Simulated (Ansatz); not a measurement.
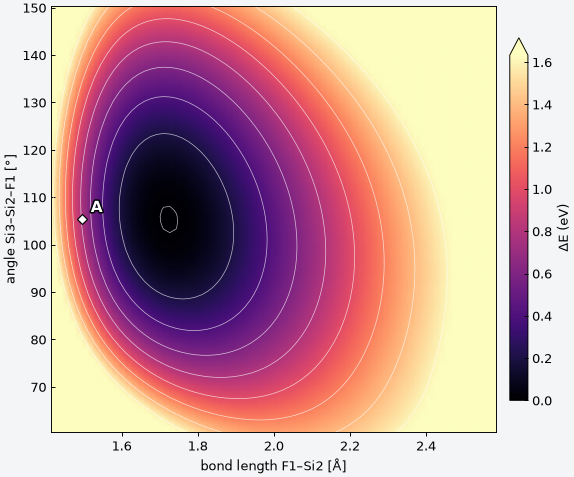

F2HSi2, SMILES F[Si-]=[SiH]F, charge −1. The first coordinate is: bond length F1–Si2; the second: angle Si3–Si2–F1. Nothing is relaxed (all other coordinates rigid). The grid has 15 × 15 points. Energies are in eV, from the lowest grid point. The reference is spin-restricted, which grows unreliable where a bond is stretched far. These are results of RKS CAM-B3LYP-D4/def2-SVPD (Ansatz), not measurements.

The picture shows a smooth colour map with a few white contour lines, one colour for all values above the top of the scale, the point A. Between grid points the surface is interpolated.

Which way does the force act at A, and how strong is it?

A, at bond length F1–Si2 = 1.497 Å, angle Si3–Si2–F1 = 105.4°, is not a stationary point. The computed force is 8.5 eV for each Å towards larger values of bond length F1–Si2 and 0.0068 eV for each degree towards larger values of angle Si3–Si2–F1.
